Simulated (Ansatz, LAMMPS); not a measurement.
# Glassy 73GeO2-27Al2O3 (mol %) (117 atoms): where an added charge goes, part 2 of 4

Does an extra electron or hole in glassy 73GeO2-27Al2O3 (mol %) (117 atoms) stay spread out, or do the atoms trap it?

Ansatz 0.2.0; Kohn-Sham DFT, PBE, PAW (set soft_1), plane waves.

The cell: 24 Ge, 18 Al and 75 O. The quench rate of 10 K/ps is orders of magnitude faster than experiment. The network of bonds at the start is that of the classical potential that made the cell. The Brillouin zone is sampled at Γ only, in a cell whose shortest periodic width is 12 Å.

So far. Step 2 (Single point at the start): The r.m.s. force at the start is 1.1 eV/Å. Step 3 (Relaxation): The relaxation converged after 12 steps, 12.0 eV below its start, with a largest force component of 0.031 eV/Å.

## (4) Single point at the relaxed geometry

One more single point at the end of the walk gives the fuller output and checks the residual forces.

Input file input.yaml:

```yaml
crystal:
  lattice:
    - [11.75225, 0.0, 0.0]
    - [0.0, 11.75225, 0.0]
    - [0.0, 0.0, 11.75225]
  atoms:
    - { symbol: Ge, position: [0.37244, 0.37026, 0.5128] }
    - { symbol: Ge, position: [0.0434, 0.27265, 0.3458] }
    - { symbol: Ge, position: [0.32036, 0.92223, 0.74928] }
    - { symbol: Ge, position: [0.32686, 0.20258, 0.73769] }
    - { symbol: Ge, position: [0.56235, 0.66005, 0.7114] }
    - { symbol: Ge, position: [0.26824, 0.81218, 0.51239] }
    [... 105 atom lines left out ...]
    - { symbol: O, position: [0.74394, 0.40451, 0.48425] }
    - { symbol: O, position: [0.45384, 0.63689, 0.21266] }
    - { symbol: O, position: [0.59202, 0.7989, 0.66467] }
    - { symbol: O, position: [0.36434, 0.59954, 0.98298] }
    - { symbol: O, position: [0.35624, 0.43386, 0.16707] }
    - { symbol: O, position: [0.06817, 0.46459, 0.65489] }
kpoints:
  mp_grid: { grid: [1, 1, 1] }
hamiltonian:
  xc: pbe
  pseudopotentials: { kind: paw, azcp: { folder: soft_1 } }
scf:
  occupations: { method: fixed }
output:
  forces: true
  stress: true
  populations: true
  dos:
    method: { smearing: { sigma: 0.08 } }
    de: 0.1
    projected: { site_lists: { Al: [Al], Ge: [Ge], O: [O] } }
  eigenvalues: true
  write_density: true
  write_potential: true
  volumetric_format: npy
  elf: true
```

The run is started by

```console
$ ansatz run input.yaml --threads 4 --pin off --max-ram 8192MiB --backend cpu --events-out ev --progress --plain --runs-dir out
```

Numbers of over 12 decimals in the logs are rounded to 6 here.

The log of the run:

```text
[...]
Crystal: 117 atoms, lattice volume = 1623.166 Å³
Basis set: ecut = 420 eV, 31559 PW (Γ), exchange–correlation on 160×160×160 points (8 copies of the dense FFT grid, shifted against one another)
Bands: 537, of which v1, the nominal top of the filled ones, is band 420 counted from 1 (419 counted from 0)
Symmetry: 1 space group operations
[...]
k-points: 1
[...]
SCF iter   1: F=—  HF=-155403.883755 eV  |F-HF|=—  |Δ(HF+E_count)|=         —  Δρ=1.07e-1  dr2=1.47e2  ethr=3.10e-3  ⟨swp⟩=5.0  Hψ=1813  notcnv=0  defer=114
[...]
SCF iter  13: F=-155360.394930 eV  HF=-155360.394930 eV  |F-HF|=1.75e-9  |Δ(HF+E_count)|=   1.51e-7  Δρ=1.39e-6  dr2=2.74e-8  ethr=1.19e-11  ⟨swp⟩=19.0  Hψ=4435  notcnv=0
SCF 1 converged in 13 iterations: F = -155360.394930 eV  dr2 = 2.74e-8
[...]
SCF converged after 13 iterations
Free energy (F): -155360.394930 eV
[...]
Internal energy: -155360.394930 eV  (E = F + TS)
E sigma→0 (E₀):  -155360.394930 eV
Fermi energy:    3.772438 eV
[...]
--- Forces (eV/Å), atoms counted from 1 ---
  atom   1  Ge     0.01392473     0.00168807    -0.01301225
  atom   2  Ge    -0.01440249    -0.00379782    -0.00999550
  atom   3  Ge    -0.00318799    -0.00850393    -0.00223875
  atom   4  Ge     0.01835755     0.00085654     0.00481849
  atom   5  Ge     0.02027313    -0.00184065     0.01300942
  atom   6  Ge     0.01062628    -0.00876608    -0.00883618
  atom   7  Ge    -0.00258076     0.00260470    -0.00593513
  atom   8  Ge     0.02525862     0.00628579     0.00245724
  atom   9  Ge     0.00559333    -0.01716873    -0.00833532
  atom  10  Ge     0.00953683    -0.00891077     0.00070160
  atom  11  Ge    -0.01027101    -0.00334645    -0.01190458
  atom  12  Ge    -0.00517325    -0.00422383     0.01415272
  atom  13  Ge     0.00508093    -0.00557547     0.01590779
  atom  14  Ge    -0.01749277    -0.00044563     0.00218362
[...]
atom 116  O     -0.00561148    -0.00505995    -0.00362905
  atom 117  O     -0.00135972    -0.01737790    -0.00502433
  max |Σ_I F_I| component: 6.50e-5 eV/Å
--- Stress (GPa, compression-positive) ---
        1.891788       2.057626       0.651299
        2.057622       0.095222       0.168428
        0.651299       0.168424       0.025380
  P = ⅓ Tr σ = 0.6708 GPa (6.708 kbar)
--- Band table (eV) ---
[...]
--- Löwdin populations: 117 sites ---
  site symbol       q [e]
     0     Ge     12.4828
     1     Ge     12.4876
     2     Ge     12.5078
[...]
116      O      6.7475
  spilling = 0.006763 (of n_electrons = 840.000000)
```

Elapsed: 59 s, on 4 threads of Arm Neoverse V1, shared host; peak memory 2.5 GiB.

Read from the output:

- free energy: -155360.3949 eV
- free energy per atom: -1327.8666 eV/atom
- SCF cycles: 13
- pressure: 0.6708 GPa
- r.m.s. force component: 0.00773 eV/Å
- longest force: 0.0336 eV/Å
- Fermi energy: 3.772 eV
- gap (highest filled to lowest empty level): 2.271 eV
- spilling of the projection: 0.006763

Löwdin charges by element and coordination (they lack the spilled electrons, 0.049 e an atom on average):

```
element  coordination  atoms  mean charge (e)  spread   least    most
     Al           all     18             1.36  0.0226    1.32    1.41
     Al             4     15             1.37  0.0212    1.33    1.41
     Al             5      3             1.34  0.0104    1.32    1.35
     Ge           all     24             1.51  0.0124    1.47    1.53
      O           all     75           -0.733  0.0703  -0.885  -0.641
      O             2     54           -0.714  0.0632  -0.885  -0.641
      O             3     21           -0.782  0.0634  -0.876  -0.679
```

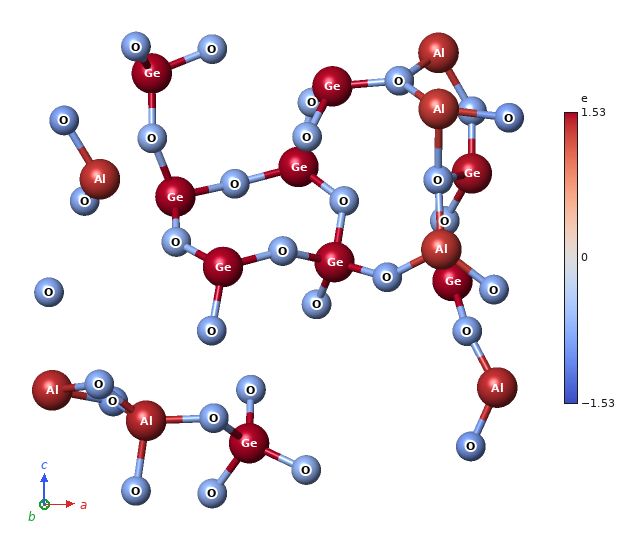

Atoms coloured by Löwdin charge. Drawn is a slice 4 Å thick, seen along the normal of the ac plane. Bonds to atoms that aren't drawn are left out.

Density of states as counts of states in windows of 1 eV (from the Fermi level), total and the larger projections:

```
from (eV)  to (eV)  total   O p  Ge p  Ge s
      -10       -9    8.1   4.1   0.2   3.1
       -9       -8   14.5   7.7   0.6   4.6
       -8       -7   15.4   8.9   1.0   3.7
       -7       -6   19.6  13.3   1.6   1.8
       -6       -5   41.7  31.0   5.9   0.5
       -5       -4   53.2  41.3   6.2   0.4
       -4       -3   54.6  45.0   3.6   0.3
       -3       -2   77.6  69.3   2.6   0.3
       -2       -1   99.8  94.2   1.4   0.2
       -1        0   62.7  60.0   0.5   0.1
        0        1    2.7   2.6   0.0   0.0
        1        2    0.0   0.0   0.0   0.0
        2        3    2.0   0.4   0.0   0.8
        3        4    7.2   2.1   0.6   2.6
        4        5   16.4   4.5   1.7   5.7
```

The curve was stored every 0.10 eV, coarse against its broadening of 0.08 eV, so these counts are rough.

With fixed occupations the program's Fermi level is the highest filled level; weight inside the gap is the broadening of levels at its edges.

Between -26 and -10 eV lie 390 more states.

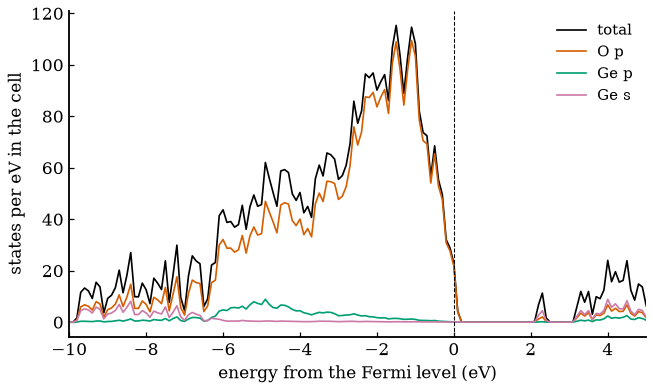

Total and projected density of states, with the broadening of the input.

The levels nearest the highest filled one (over half full), pooled over k-points and spins:

```csv
level less the highest filled one (eV),occupation
-0.309,2
-0.252,2
-0.230,2
-0.114,2
-0.0635,2
0,2
2.27,0
3.28,0
3.48,0
3.74,0
3.96,0
4.00,0
```

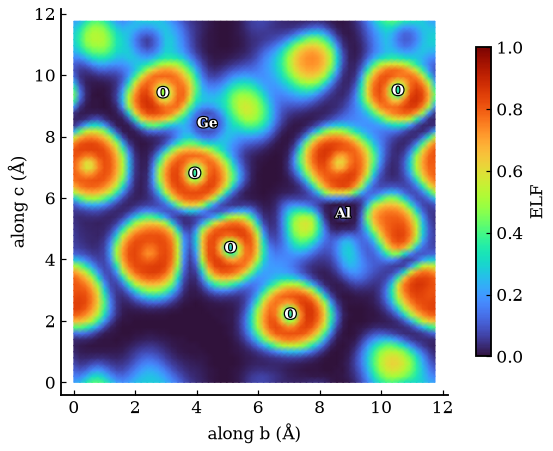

ELF in the bc plane at fractional x = 0.356, with atoms of Ge and Al and O within 0.2 Å of it. It is the smooth field of the valence electrons, not physical close to the nuclei. The map starts off the cell's origin, so that atoms lie inside it.

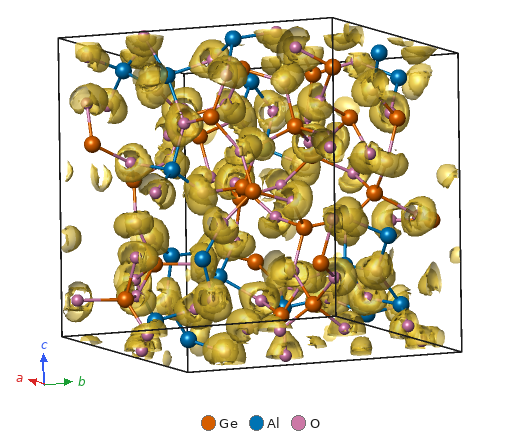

Surface of ELF = 0.8. Bonds to atoms that aren't drawn are left out.

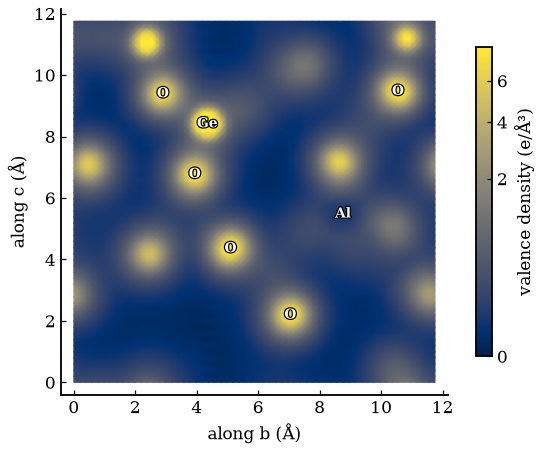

Valence density in the bc plane at fractional x = 0.356, with atoms of Ge and Al and O within 0.2 Å of it. It is the smooth field of the valence electrons, not physical close to the nuclei. The map starts off the cell's origin, so that atoms lie inside it. The colour scale is stretched toward low values.

Filled and empty levels are parted by 2.27 eV (at Γ alone); a semilocal functional tends to put such gaps too low. In a disordered cell it changes from sample to sample, and tail or defect levels can set it. Mean Löwdin charges: Al +1.36, Ge +1.51, O -0.73 e (they miss 0.68 % of the electrons, so they add up to more than the cell's charge). The largest share in the top eV of filled states is O p (97 % of the projected weight), and in the lowest eV of empty states Ge s (40 % of the projected weight).

## (5) An extra electron, atoms held

The electron count changes by one with the atoms held: a vertical process, on a uniform background, with spin and a narrow Fermi–Dirac smearing. Its energy against the neutral cell hangs on the program's zero of potential.

Input file input.yaml:

```yaml
crystal:
  lattice:
    - [11.75225, 0.0, 0.0]
    - [0.0, 11.75225, 0.0]
    - [0.0, 0.0, 11.75225]
  atoms:
    [... the 117 atom lines of step 4 ...]
total_charge: -1
kpoints:
  mp_grid: { grid: [1, 1, 1] }
hamiltonian:
  xc: pbe
  pseudopotentials: { kind: paw, azcp: { folder: soft_1 } }
scf:
  occupations: { method: fermi_dirac, width: 0.01 }
  lower_state_search: "off"
output:
  forces: true
  stress: true
  populations: true
  dos:
    method: { smearing: { sigma: 0.15 } }
    de: 0.1
    projected: { site_lists: { Al: [Al], Ge: [Ge], O: [O] } }
  eigenvalues: true
  write_density: true
  write_potential: true
  volumetric_format: npy
magnetization:
  spin_polarized: true
  initial_magnetization: 1
```

The log of the run:

```text
[...]
Crystal: 117 atoms, lattice volume = 1623.166 Å³
Basis set: ecut = 420 eV, 31559 PW (Γ), exchange–correlation on 160×160×160 points (8 copies of the dense FFT grid, shifted against one another)
Bands: 538, of which v1, the nominal top of the filled ones, is band 421 counted from 1 (420 counted from 0)
Symmetry: 1 space group operations
[...]
k-points: 1
[...]
Starting moments: Σ|m| = 1 μB on 117 of 117 sites
[...]
SCF iter   1: F=—  HF=-155394.643243 eV  |F-HF|=—  |Δ(HF+E_count)|=         —  Δρ=5.23e-2 (↑5.11e-2 ↓5.23e-2)  dr2=1.39e2  dr2_m=1.45e-2  M=1.000 μB ∫|m|=1.057 μB  β_m=1.00  ethr=3.10e-3  ⟨swp⟩=6.0  Hψ=4410  notcnv=0
[...]
spin=Collinear: Resta preconditioning applied to the charge; magnetization (m = ρ↑ − ρ↓) channel mixes plain (no charge-response kernel on spin).
SCF iter   2: F=—  HF=-155365.943800 eV  |F-HF|=—  |Δ(HF+E_count)|=         —  Δρ=2.93e-2 (↑2.93e-2 ↓2.93e-2)  dr2=4.17e1  dr2_m=1.15e-3  M=0.676 μB ∫|m|=0.768 μB  β_m=0.30  ethr=3.10e-3  ⟨swp⟩=2.0  Hψ=1756  notcnv=0  defer=220
[...]
SCF iter   8: F=—  HF=-155354.344235 eV  |F-HF|=—  |Δ(HF+E_count)|=   3.00e-3  Δρ=2.03e-4 (↑2.03e-4 ↓1.88e-4)  dr2=1.49e-3  dr2_m=1.73e-4  M=0.512 μB ∫|m|=0.579 μB  β_m=0.30  ethr=6.77e-7  ⟨swp⟩=2.0  Hψ=1712  notcnv=0  defer=220
[...]
spin-set hold released at iteration 8 (site moments contracting): the magnetisation degrees of freedom join the quasi-Newton model from the next iteration; the mixer history was flushed
SCF iter   9: F=—  HF=-155354.345437 eV  |F-HF|=—  |Δ(HF+E_count)|=   1.20e-3  Δρ=1.57e-4 (↑1.57e-4 ↓1.45e-4)  dr2=9.00e-4  dr2_m=1.17e-4  M=0.498 μB ∫|m|=0.564 μB  β_m=0.65  ethr=1.77e-7  ⟨swp⟩=2.0  Hψ=858  notcnv=0  defer=220
SCF iter  10: F=—  HF=-155354.347607 eV  |F-HF|=—  |Δ(HF+E_count)|=   2.17e-3  Δρ=5.29e-5 (↑5.29e-5 ↓4.89e-5)  dr2=8.65e-5  dr2_m=2.01e-5  M=0.435 μB ∫|m|=0.491 μB  β_m=0.70  ethr=1.07e-7  ⟨swp⟩=2.5  Hψ=1713  notcnv=0  defer=220
[...]
SCF iter  20: F=-155354.346945 eV  HF=-155354.346945 eV  |F-HF|=4.25e-9  |Δ(HF+E_count)|=   1.75e-7  Δρ=5.09e-7 (↑4.43e-7 ↓5.09e-7)  dr2=9.54e-9  dr2_m=1.07e-9  M=0.008 μB ∫|m|=0.009 μB  β_m=0.74  ethr=3.65e-12  ⟨swp⟩=7.0  Hψ=7094  notcnv=0
SCF iter  21: F=-155354.346945 eV  HF=-155354.346945 eV  |F-HF|=4.95e-10  |Δ(HF+E_count)|=   1.30e-8  Δρ=2.02e-7 (↑2.01e-7 ↓2.02e-7)  dr2=1.59e-9  dr2_m=1.79e-10  M=-0.004 μB ∫|m|=0.005 μB  ethr=1.13e-12  ⟨swp⟩=6.0  Hψ=6934  notcnv=0
SCF 1 converged in 21 iterations: F = -155354.346945 eV  dr2 = 1.59e-9
[...]
SCF converged after 21 iterations
Magnetization: -0.0044 μB (420.4978 up, 420.5022 down)
Absolute magnetization: 0.0047 μB (∫|ρ↑−ρ↓|, with the PAW one-centre terms)
[...]
Per-site moments (μB) at R_I (Å): [(-1.2260117417067547e-5, 0.713176), (-1.0670421380093976e-5, 0.714151), (-5.7239553034663365e-6, 0.709417), (-1.7239519624895184e-5, 0.718350), (-1.6147908228231385e-5, [...]
Free energy (F): -155354.346945 eV
[...]
Internal energy: -155354.333082 eV  (E = F + TS)
E sigma→0 (E₀):  -155354.340013 eV
Entropy (-TS):   -0.013863 eV (-0.118 meV/atom)
Fermi energy:    6.078189 eV
[...]
Σ components = -155354.346945   (vs F -155354.346945, Δ=0.00e0)
--- Forces (eV/Å), atoms counted from 1 ---
  atom   1  Ge    -0.03105627     0.00413299     0.06359144
  atom   2  Ge    -0.04403124     0.01100381    -0.00221623
  atom   3  Ge    -0.02299382     0.04329390    -0.06534218
  atom   4  Ge     0.09700273     0.06380827     0.04072040
[...]
atom 117  O     -0.00207951    -0.01614070    -0.02781259
  max |Σ_I F_I| component: 3.65e-5 eV/Å
--- Stress (GPa, compression-positive) ---
        2.361769       1.978885       0.627114
        1.978881       0.649357       0.176032
        0.627114       0.176028       0.589652
  P = ⅓ Tr σ = 1.2003 GPa (12.003 kbar)
--- Band table (eV) ---
[...]
--- Löwdin populations: 117 sites ---
  site symbol       q [e]    m [muB]
     0     Ge     12.4983    -0.0001
     1     Ge     12.5004    -0.0000
     2     Ge     12.5181    -0.0000
[...]
116      O      6.7497    -0.0000
  spilling = 0.006787 (of n_electrons = 841.000000)
```

Elapsed: 3.4 min, on 4 threads; peak memory 4.2 GiB.

The program notes that starting moments were not kept.

An extra electron, atoms held: the energy stands 6.05 eV above that of the reference. An odd electron should give 1 μB; this run ended with the carrier shared between both spins.

The levels nearest the highest filled one (over half full), pooled over k-points and spins:

```
level less the highest filled one (eV)  occupation
                                 -2.43           1
                                 -2.37           1
                                 -2.37           1
                                     0       0.502
                                2.0e-4       0.498
                                  1.06           0
                                  1.06           0
                                  1.22           0
```

## (6) An extra electron, atoms relaxed

The atoms now respond to the charge; the energy gained comes from screening by the atoms, from trapping if the charge localises, and from any strain left in the reference.

input.yaml, the sections that differ from step 5:

```yaml
output:
  forces: true
relax:
  f_tol: 0.05
  max_steps: 90
# crystal, total_charge, kpoints, hamiltonian, scf, magnetization: as in step 5
```

The log of the run:

```text
[...]
Crystal: 117 atoms, lattice volume = 1623.166 Å³
Basis set: ecut = 420 eV, 31559 PW (Γ), exchange–correlation on 160×160×160 points (8 copies of the dense FFT grid, shifted against one another)
Bands: 538, of which v1, the nominal top of the filled ones, is band 421 counted from 1 (420 counted from 0)
Symmetry: 1 space group operations
[...]
k-points: 1
[...]
Starting moments: Σ|m| = 1 μB on 117 of 117 sites
[...]
SCF iter   1: F=—  HF=-155394.643243 eV  |F-HF|=—  |Δ(HF+E_count)|=         —  Δρ=5.23e-2 (↑5.11e-2 ↓5.23e-2)  dr2=1.39e2  dr2_m=1.45e-2  M=1.000 μB ∫|m|=1.057 μB  β_m=1.00  ethr=3.10e-3  ⟨swp⟩=6.0  Hψ=4410  notcnv=0
[...]
SCF iter  16: F=-155354.346936 eV  HF=-155354.346936 eV  |F-HF|=3.09e-7  |Δ(HF+E_count)|=   1.18e-5  Δρ=7.16e-6 (↑7.16e-6 ↓6.31e-6)  dr2=1.01e-6  dr2_m=4.29e-7  M=0.159 μB ∫|m|=0.178 μB  ethr=5.70e-10  ⟨swp⟩=1.0  Hψ=3234  notcnv=0
SCF 1 converged in 16 iterations: F = -155354.346936 eV  dr2 = 1.01e-6
[...]
relax step   1: F+E_penalty+E_count = -155354.34693591 eV  Δ(F+E_penalty+E_count) = +0.000e0 eV  max|allowed force component| = 2.968e-1 eV/Å  Δτ_max = 0.0000 Å  (16 SCF iters, dr2 threshold 6.25e-5 eV, accepted)
[...]
relax step   2: F+E_penalty+E_count = -155354.36695757 eV  Δ(F+E_penalty+E_count) = -2.002e-2 eV  max|allowed force component| = 1.920e-1 eV/Å  Δτ_max = 0.0113 Å  (6 SCF iters, dr2 threshold 5.51e-6 eV, accepted)
[...]
relax step   3: F+E_penalty+E_count = -155354.37862103 eV  Δ(F+E_penalty+E_count) = -1.166e-2 eV  max|allowed force component| = 2.824e-2 eV/Å  Δτ_max = 0.0162 Å  (19 SCF iters, accepted)
SCF converged after 19 iterations
Magnetization: 0.3124 μB (420.6562 up, 420.3438 down)
Absolute magnetization: 0.3324 μB (∫|ρ↑−ρ↓|, with the PAW one-centre terms)
[...]
Per-site moments (μB) at R_I (Å): [(0.000872027, 0.714489), (0.000699366, 0.714491), (0.000375451, 0.710184), (0.00120691, 0.720551), (0.001157, 0.723412), [...]
Free energy (F): -155354.378621 eV
[...]
Internal energy: -155354.365751 eV  (E = F + TS)
E sigma→0 (E₀):  -155354.372186 eV
Entropy (-TS):   -0.012871 eV (-0.110 meV/atom)
Fermi energy:    6.019833 eV
[...]
--- Forces (eV/Å), atoms counted from 1 ---
  atom   1  Ge     0.00949105     0.00095350     0.00074193
  atom   2  Ge     0.00958225     0.00889023    -0.00547352
  atom   3  Ge     0.00094027    -0.00263215     0.01155869
  atom   4  Ge    -0.00511134    -0.00823255    -0.00414660
  atom   5  Ge     0.00218912     0.01379148    -0.00532987
  atom   6  Ge     0.01125948     0.00183610    -0.00400200
  atom   7  Ge     0.00227472    -0.01161374     0.01692131
  atom   8  Ge    -0.00978337    -0.00956759    -0.00753486
  atom   9  Ge     0.00220501     0.00124288    -0.00745770
  atom  10  Ge     0.02309418    -0.02719165    -0.00791635
  atom  11  Ge    -0.01653465     0.00376685     0.01442865
  atom  12  Ge     0.00020278     0.00150783     0.00364001
  atom  13  Ge     0.00896871    -0.00039181     0.00573561
  atom  14  Ge    -0.01046723     0.00239497    -0.00839878
[...]
atom 116  O      0.01009944    -0.00410378     0.01318119
  atom 117  O     -0.01004044     0.00784302    -0.00548347
  max |Σ_I F_I| component: 4.21e-5 eV/Å
--- Relaxed structure (3 steps of the walk, 3 accepted, 0 SCFs on fresh bases) ---
  F+E_penalty+E_count = -155354.37862103 eV   max|allowed force component| = 2.824e-2 eV/Å
  atoms:
    - { symbol: Ge, position: [0.371970, 0.368861, 0.512274] }
    - { symbol: Ge, position: [0.042725, 0.272555, 0.346219] }
    - { symbol: Ge, position: [0.319951, 0.921925, 0.749408] }
    - { symbol: Ge, position: [0.326620, 0.202182, 0.738403] }
[...]
- { symbol: O, position: [0.067702, 0.464896, 0.654211] }
```

Wall time 4.8 min (4 threads); peak memory 4.2 GiB.

The relaxation converged after 3 steps, 0.0317 eV below its start, with a largest force component of 0.028 eV/Å.

An extra electron, atoms relaxed: the energy stands 6.02 eV above that of the reference, with a moment of 0.31 μB. An odd electron should give 1 μB; this run ended with the carrier shared between both spins.

[end of part 2 of 4]

[Logs are printed without paths, hosts, clocks, repeated set-up lines and the standing remarks that a program may print on its own settings, such as how far it seeks lower states.]

[Hosts, paths, dates, database ids (printed as entryN), source tags and the programs' standing remarks are cut or masked in the printed files.]
